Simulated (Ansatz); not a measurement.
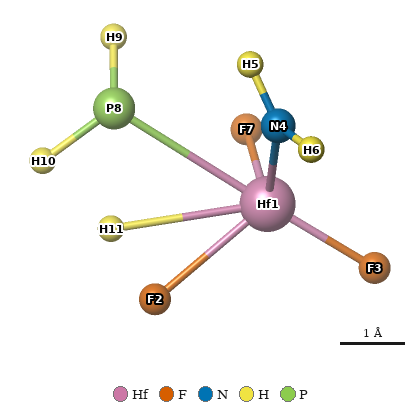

Fig. 1: The structure of run A (ball-and-stick view, seen at an oblique angle; atoms are numbered from 1 in the order of the input). Sticks mark near contacts. Bond lengths as drawn: F–Hf 1.98 to 2.33 Å, Hf–N 2.21 Å, Hf–P 2.87 Å, H–Hf 2.52 Å, H–N 1.06 Å and H–P 1.42 Å.

**Mending a geometry relaxation on HfPNH₅F₃**

System: HfPNH₅F₃.
Method of run A: RKS PBE0-D4/def2-SVP (Ansatz 0.2.0).

The run did not end well. The input holds or restrains some coordinates. Text and figures count atoms from 1; the logs count them from 0 in places.

## The input, run A
```yaml
crystal:
  periodic: [false, false, false]
  atoms:
    - { symbol: Hf, position_ang: [0.0, 0.0, 0.0] }
    - { symbol: F, position_ang: [0.0, 0.0, 2.33] }
    - { symbol: F, position_ang: [1.8671, 0.0, -0.6593] }
    - { symbol: "N", position_ang: [-1.0409, 1.8034, -0.7359] }
    - { symbol: H, position_ang: [-2.061, 1.7482, -1.0186] }
    - { symbol: H, position_ang: [-0.5204, 2.7241, -0.8065] }
    - { symbol: F, position_ang: [-0.9326, -1.6157, -0.6593] }
    - { symbol: P, position_ang: [-2.7236, 0.0087, 0.905] }
    - { symbol: H, position_ang: [-3.4925, -0.8751, 0.1024] }
    - { symbol: H, position_ang: [-2.7746, -0.4168, 2.2588] }
    - { symbol: H, position_ang: [-1.3038, 0.0042, 2.1547] }
basis:
  gaussian: { orbitals: def2-SVP }
hamiltonian:
  xc: pbe0
  dispersion: d4
relax:
  f_tol: 0.15
  max_steps: 25
  restrain:
    - { distance: [0, 7], at: 2.57, k: 30.0 }
    - { distance: [10, 1], at: 0.92, k: 30.0 }
    - { distance: [0, 1], at: 3.18, k: 30.0 }
    - { distance: [10, 7], at: 2.62, k: 30.0 }
```

Launched with:
```bash
ansatz run input.yaml --threads 4 --pin off --max-ram 5120MiB --backend cpu --events-out ev --progress --plain --runs-dir out
```

Hardware: 4 threads of AMD EPYC (Zen 5), 32 GiB of memory available, shared host.

## Output, shortened to warnings, some set-up lines, iterations and results (run A)
```
Error: geometry relaxation did not converge after 25 steps: max|allowed force component| = 3.08e-1 eV/Å without the restraints, 2.66e-1 eV/Å with the forces of `relax.restrain` added, the figure compared with `relax.f_tol` (threshold 1.5e-1). Raise `relax.max_steps` over both its present limit and 25, loosen `relax.f_tol`, or start from a geometry closer to equilibrium; or lower a very stiff …
[...]
mean field evaluation 1: about -20284.7758 eV, gradient 7.8e1 eV
mean field evaluation 2: about -20196.2208 eV, gradient 2.1e2 eV
mean field evaluation 4: about -20296.3707 eV, gradient 1.4e1 eV
mean field evaluation 8: about -20296.7970 eV, gradient 8.3e-1 eV
mean field evaluation 16: about -20296.7989 eV, gradient 4.7e-4 eV
[... 22 lines ...]
relax step  22: F+E_penalty+E_count = -20299.89770479 eV  Δ(F+E_penalty+E_count) = -8.110e-3 eV  max|allowed force component| = 3.395e-1 eV/Å  E_restraint = 0.00557705 eV  …
relax step  23: F+E_penalty+E_count = -20299.90656896 eV  Δ(F+E_penalty+E_count) = -8.864e-3 eV  max|allowed force component| = 3.384e-1 eV/Å  E_restraint = 0.00568087 eV  …
relax step  24: F+E_penalty+E_count = -20299.91903519 eV  Δ(F+E_penalty+E_count) = -1.247e-2 eV  max|allowed force component| = 3.367e-1 eV/Å  E_restraint = 0.00675569 eV  …
mean field evaluation 192: about -20299.7392 eV, gradient 7.8e-4 eV
relax step  25: F+E_penalty+E_count = -20299.93640236 eV  Δ(F+E_penalty+E_count) = -1.737e-2 eV  max|allowed force component| = 3.084e-1 eV/Å  E_restraint = 0.00472586 eV  …
  distance Hf 0 - P 7 = 2.5841 Å
  distance H 10 - F 1 = 0.9291 Å
  distance Hf 0 - F 1 = 3.1747 Å
  distance H 10 - P 7 = 2.6224 Å
[...]
```

Diagnose this run and give a change of the input that cures it.

The run did not converge: “geometry relaxation did not converge after 25 steps: max|allowed force component| = 3.08e-1 eV/Å without the restraints, 2.66e-1 eV/Å with the forces of `relax.restrain` added, the figure compared with `relax.f_tol` (threshold 1.5e-1). Raise `relax.max_steps` over both its present limit and 25, loosen `relax.f_tol`, or start from a geometry closer to equilibrium …” Its last values are not results.

A run of the same system that converges differs from this input as follows (lines with − go, lines with + come):
```diff
-    - { distance: [0, 7], at: 2.57, k: 30.0 }
-    - { distance: [10, 1], at: 0.92, k: 30.0 }
-    - { distance: [0, 1], at: 3.18, k: 30.0 }
-    - { distance: [10, 7], at: 2.62, k: 30.0 }
+    - { distance: [0, 7], at: 3.77, k: 30.0 }
+    - { distance: [10, 1], at: 2.12, k: 30.0 }
+    - { distance: [0, 1], at: 1.98, k: 30.0 }
+    - { distance: [10, 7], at: 1.42, k: 30.0 }
```

## Output, shortened to warnings, some set-up lines, iterations and results (run B)
```
[...]
mean field evaluation 1: about -20284.7758 eV, gradient 7.8e1 eV
mean field evaluation 2: about -20196.2208 eV, gradient 2.1e2 eV
mean field evaluation 4: about -20296.3707 eV, gradient 1.4e1 eV
mean field evaluation 8: about -20296.7970 eV, gradient 8.3e-1 eV
mean field evaluation 16: about -20296.7989 eV, gradient 4.7e-4 eV
[... 9 lines ...]
relax step   8: F+E_penalty+E_count = -20301.43875334 eV  Δ(F+E_penalty+E_count) = -5.190e-2 eV  max|allowed force component| = 6.382e-1 eV/Å  E_restraint = 0.01197503 eV  …
relax step   9: F+E_penalty+E_count = -20301.44916289 eV  Δ(F+E_penalty+E_count) = -1.041e-2 eV  max|allowed force component| = 7.526e-1 eV/Å  E_restraint = 0.00890921 eV  …
relax step  10: F+E_penalty+E_count = -20301.45504255 eV  Δ(F+E_penalty+E_count) = -5.880e-3 eV  max|allowed force component| = 7.783e-1 eV/Å  E_restraint = 0.01350601 eV  …
relax step  11: F+E_penalty+E_count = -20301.46008306 eV  Δ(F+E_penalty+E_count) = -5.041e-3 eV  max|allowed force component| = 7.409e-1 eV/Å  E_restraint = 0.00963069 eV  …
mean field evaluation 96: about -20301.2105 eV, gradient 2.9e-1 eV
mean field -20301.26545357 eV, -746.0577447267 hartree, gradient 1.4e-5 eV, S^2 0.000000; 1 other end points of the search recorded, 0 dependent functions left out
the calculation of the forces begins
reference -20301.26550989 eV, -746.0577467966 hartree; 33, 33 occupied and 98, 98 virtual orbitals, 1369 factors
Total energy: -20301.46013938 eV, -746.0648992983 hartree
Atom 0 at     0.177789    -0.014118    -0.109735 Å, force     0.083448     0.003745     0.717771 eV/Å
Atom 1 at     0.261151    -0.009829     1.844758 Å, force     0.164018    -0.025426    -0.740894 eV/Å
Atom 2 at     1.951102     0.245328    -0.768091 Å, force    -0.009245    -0.003455    -0.000666 eV/Å
Atom 3 at    -0.878400     1.577768    -0.746525 Å, force     0.013367     0.021826    -0.016186 eV/Å
Atom 4 at    -1.881336     1.625781    -0.913067 Å, force    -0.010801     0.000113    -0.002814 eV/Å
Atom 5 at    -0.480059     2.495680    -0.939305 Å, force    -0.007330    -0.016745     0.007257 eV/Å
Atom 6 at    -0.651941    -1.612579    -0.758263 Å, force     0.003785    -0.009116    -0.008689 eV/Å
Atom 7 at    -3.190370     0.254990     1.564386 Å, force    -0.190761     0.005601     0.000795 eV/Å
Atom 8 at    -2.891888    -0.490322     0.378236 Å, force     0.004376    -0.006466     0.002178 eV/Å
Atom 9 at    -3.553777    -0.922044     2.287850 Å, force     0.008312     0.014933    -0.021586 eV/Å
Atom 10 at    -1.844572     0.230345     2.031055 Å, force    -0.059168     0.014990     0.062835 eV/Å
Dipole moment:    -0.206716     0.264476    -0.180754 e Å
```

## The two runs side by side

```csv
quantity,run A,run B
outcome,not converged,converged
total energy (hartree),–,−746.064899
largest force (eV/Å),–,0.759
basis functions,–,131
wall time (shared host),31 s,14 s
```
